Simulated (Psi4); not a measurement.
**CH5Ga (GaH2Me) at HF/aug-cc-pVDZ**

Aim: the energy change on altering one bond length of CH5Ga (GaH2Me) at HF/aug-cc-pVDZ, from 2 runs. 

The calculation is run with Psi4 1.11.

1 further run of the same task is left out (set aside as unsound or not needed).

## 1. Starting point

The species is CH5Ga (7 atoms), meant as a singlet with charge 0. SMILES: `[H][Ga]([H])[CH3]`. The shape comes from GFN2-xTB, which is rough for such elements, and wasn't checked as a minimum.

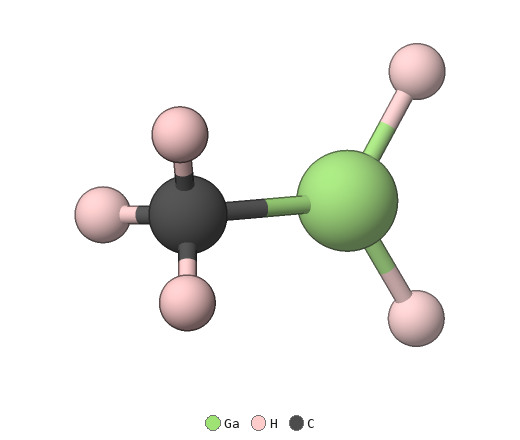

The structure, seen from a chosen angle (gallium green, hydrogen pink, carbon dark grey).

## 2. Energy and forces at HF/aug-cc-pVDZ

The input, ch5ga.inp:

```
memory 1600 mb

molecule {
  0 1
  Ga     1.00335009     1.75633036     0.00355269
  H      3.98203089     1.95972158     0.06164287
  H     -0.30524746     4.43807850    -0.07073245
  C     -0.89319795    -1.55350605     0.00502667
  H     -1.08481618    -2.30779024    -1.91094775
  H     -2.79768284    -1.31651550     0.77665854
  H      0.09556345    -2.97629975     1.13478054
  units au
  symmetry c1
}

set globals {
  basis aug-cc-pVDZ
  reference rhf
  puream true
  e_convergence 1e-09
  d_convergence 1e-08
  scf_type pk
}

gradient("scf")
print_variables()
```

The run is started by

```console
psi4 -n 1 ch5ga.inp ch5ga.out
```

ch5ga.out, cut to the lines that bear on the results:

```text
[...]
  Running in c1 symmetry.
[...]
  Nuclear repulsion =  100.974340143937383
[...]
  Multiplicity = 1
[...]
  Nalpha       = 21
  Nbeta        = 21
[...]
    Number of basis functions: 104
[...]
   @RHF iter   1: -1963.24335176996919   -4.22476e+00   1.11222e-02 ADIIS/DIIS
[...]
   @RHF iter  10: -1963.97476678232829   -7.93534e-11   9.97120e-09 DIIS
[...]
    Orbital Energies [Eh]
    ---------------------
    Doubly Occupied:
       1A   -378.866466     2A    -48.212344     3A    -42.542766
       4A    -42.539840     5A    -42.539357     6A    -11.216535
       7A     -6.412672     8A     -4.508738     9A     -4.501446
      10A     -4.500606    11A     -1.212822    12A     -1.207713
      13A     -1.207388    14A     -1.203241    15A     -1.201412
      16A     -0.921362    17A     -0.574998    18A     -0.546403
      19A     -0.543735    20A     -0.408256    21A     -0.403265
[...]
  @RHF Final Energy: -1963.97476678232829
   => Energetics <=
    Nuclear Repulsion Energy =            100.9743401439373827
    One-Electron Energy =               -2939.3554823371141538
    Two-Electron Energy =                 874.4063754108485682
    Total Energy =                      -1963.9747667823282882
[...]
 Multipole Moments:
 ------------------------------------------------------------------------------------
     Multipole            Electronic (a.u.)      Nuclear  (a.u.)        Total (a.u.)
 ------------------------------------------------------------------------------------
 L = 1.  Multiply by 2.5417464519 to convert [e a0] to [Debye]
 Dipole X            :          2.6952392           -2.8625080           -0.1672688
 Dipole Y            :          4.7329590           -5.0144210           -0.2814619
 Dipole Z            :          0.0169081           -0.0131792            0.0037289
 Magnitude           :                                                    0.3274348
[...]
  -Total Gradient:
     Atom            X                  Y                   Z
    ------   -----------------  -----------------  -----------------
       1        0.000749816099     0.002412207411     0.000875561072
       2       -0.001000982698     0.004487594231    -0.000120407156
       3        0.004554034737     0.001406902627     0.000047109689
       4       -0.002011945760    -0.005665061775    -0.003185762455
       5       -0.000862065657    -0.001335143440     0.000045514998
       6       -0.001786481465     0.000095088764     0.001081765407
       7        0.000357624719    -0.001401587823     0.001256218445
[...]
```

Run time: 53 s. Hardware: 1 thread of Intel Xeon Platinum 8259CL at 2.50GHz (Skylake/Cascade Lake), shared host; peak memory 0.6 GiB.

## 3. The distorted shape, same level

The input, job.py:

```python
import psi4

psi4.set_memory('1600 MB')
psi4.set_num_threads(1)
psi4.core.set_output_file('output.dat', False)

geom = psi4.geometry("""
0 1
Ga     0.612069     1.248727     0.812984
H      2.188319     1.356357     0.843724
H     -0.080411     2.667847     0.773674
C     -0.391541    -0.502763     0.813764
H     -0.574060    -1.221230    -1.011230
H     -1.399351    -0.377353     1.222094
H      0.131689    -1.255673     1.411604
symmetry c1
""")

psi4.set_options({
    'reference': 'rhf',
    'puream': True,
    'e_convergence': 1e-09,
    'd_convergence': 1e-08,
    'scf_type': 'pk',
})

e, wfn = psi4.gradient("scf/aug-cc-pVDZ", return_wfn=True)
psi4.oeprop(wfn, "MAYER_INDICES", "LOWDIN_CHARGES", "DIPOLE")
print('gradient / Eh bohr^-1')
print(e.np.round(6))
print(f'energy = {wfn.energy():.10f} Eh')
for k, v in sorted(psi4.core.scalar_variables().items()):
    print(f'{k:45s} {v:18.10f}')
```

The run is started by

```console
python job.py
```

output.dat, cut to the lines that bear on the results:

```text
[...]
  Running in c1 symmetry.
[...]
  Nuclear repulsion =   98.192350319421223
[...]
  Multiplicity = 1
[...]
  Nalpha       = 21
  Nbeta        = 21
[...]
    Number of basis functions: 104
[...]
   @RHF iter   1: -1962.87317447985697   -4.16094e+00   1.18335e-02 DIIS/ADIIS
[...]
   @RHF iter  12: -1963.83763547332228   -3.93356e-11   7.16318e-09 DIIS
[...]
  @RHF Final Energy: -1963.83763547332228
   => Energetics <=
    Nuclear Repulsion Energy =             98.1923503194212230
    One-Electron Energy =               -2933.1908786883172979
    Two-Electron Energy =                 871.1608928955739657
    Total Energy =                      -1963.8376354733222797
[...]
  -Total Gradient:
     Atom            X                  Y                   Z
    ------   -----------------  -----------------  -----------------
       1       -0.001885703857     0.000705938080     0.012682979107
       2        0.000414338533     0.006132267542    -0.001127144641
       3        0.005592709030     0.003459565834    -0.000841320435
       4       -0.000432686423     0.005778257731     0.035312047747
       5       -0.007817251877    -0.030476608442    -0.076590456364
       6        0.001844220890     0.007429605285     0.015254611116
       7        0.002284373704     0.006970973951     0.015309283470
[...]
 Multipole Moments:
 ------------------------------------------------------------------------------------
     Multipole            Electronic (a.u.)      Nuclear  (a.u.)        Total (a.u.)
 ------------------------------------------------------------------------------------
 L = 1.  Multiply by 2.5417464519 to convert [e a0] to [Debye]
 Dipole X            :          2.8641907           -2.9403200           -0.0761293
 Dipole Y            :          5.3129779           -5.3207204           -0.0077425
 Dipole Z            :          1.3130242           -0.7912169            0.5218073
 Magnitude           :                                                    0.5273884
[...]
```

Standard output:

```text
gradient / Eh bohr^-1
[[-0.001886  0.000706  0.012683]
 [ 0.000414  0.006132 -0.001127]
 [ 0.005593  0.00346  -0.000841]
 [-0.000433  0.005778  0.035312]
 [-0.007817 -0.030477 -0.07659 ]
 [ 0.001844  0.00743   0.015255]
 [ 0.002284  0.006971  0.015309]]
energy = -1963.8376354733 Eh
CURRENT ENERGY                                  -1963.8376354733
CURRENT REFERENCE ENERGY                        -1963.8376354733
DD SOLVATION ENERGY                                 0.0000000000
HF KINETIC ENERGY                                1962.5441530722
HF POTENTIAL ENERGY                             -3926.3817885455
HF TOTAL ENERGY                                 -1963.8376354733
HF VIRIAL RATIO                                     2.0006590845
NUCLEAR REPULSION ENERGY                           98.1923503194
ONE-ELECTRON ENERGY                             -2933.1908786883
PCM POLARIZATION ENERGY                             0.0000000000
PE ENERGY                                           0.0000000000
SCF ITERATION ENERGY                            -1963.8376354733
SCF ITERATIONS                                     12.0000000000
SCF TOTAL ENERGY                                -1963.8376354733
TWO-ELECTRON ENERGY                               871.1608928956
```

It took 48 s on 1 thread of Intel Xeon Platinum 8259CL at 2.50GHz (Skylake/Cascade Lake), shared host; peak memory 0.6 GiB.

## 4. Summary of results

At HF/aug-cc-pVDZ:

| quantity | value |
| --- | --- |
| first shape: total energy | -1963.97477 Eh |
| first shape: dipole moment | 0.83 D |
| first shape: HOMO energy | -10.97 eV |
| first shape: LUMO energy | 0.61 eV |
| first shape: HOMO–LUMO gap | 11.58 eV |
| first shape: largest force on an atom | 0.350 eV/Å |
| distorted shape: total energy | -1963.83764 Eh |
| distorted shape: dipole moment | 1.34 D |
| distorted shape: HOMO energy | -10.20 eV |
| distorted shape: LUMO energy | 0.22 eV |
| distorted shape: HOMO–LUMO gap | 10.41 eV |
| distorted shape: largest force on an atom | 4.258 eV/Å |
| energy change with the C4–H5 bond stretched from 1.094 to 1.970 Å | 3.732 eV |

In words: One bond (distorted shape) is far stretched, which a spin-restricted single reference describes badly; a broken-symmetry solution may lie lower. With the C4–H5 bond stretched from 1.094 to 1.970 Å the energy rises by 3.73 eV (86 kcal/mol). The first shape isn't relaxed at this level, so the change isn't measured from a minimum. A restricted reference can't describe the breaking bond well at this length. The largest force (first shape) is 0.35 eV/Å: the shape isn't a stationary point for this species at this level.
